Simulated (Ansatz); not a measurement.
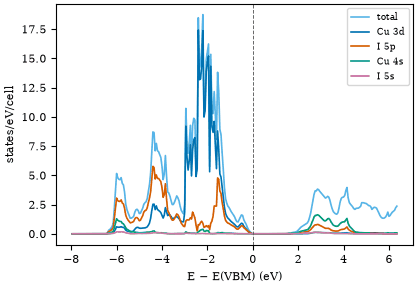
Total and projected density of states of CuI in space group Cmcm (No. 63; Cu on 4c, I on 4c), DFT-r²SCAN+D4 in the program Ansatz with PAW potentials

Question: Which orbitals carry the states next to the gap?

Answer: Top 1 eV of the valence band: Cu 3d 55 %, I 5p 42 %. Bottom 1 eV of the conduction band: Cu 4s 40 %, I 5p 21 %, I 5s 8 %, outside the projected shells 29 %. Projections are on Löwdin-orthogonalised atomic valence shells; empty p or d shells of many metals are not among them.

Question: Where is the tallest occupied peak in this window, and what makes it?

Answer: Near -2.2 eV, about 19 states/eV per cell; the largest projected share is Cu 3d.

The workflow started from a Materials Project entry (that database holds measured and hypothetical structures alike); the Crystallography Open Database copy checked does not list it. It is not the phase usual at ambient conditions (space group No. 216). The cell was relaxed with r²SCAN+D4 under the symmetry of its start; whether a distortion lowers the energy is not shown. The run is not spin-polarised. Scalar-relativistic: spin–orbit coupling is off unless named, which matters more the heavier the elements.

Potentials: the later of the program's two PAW sets.
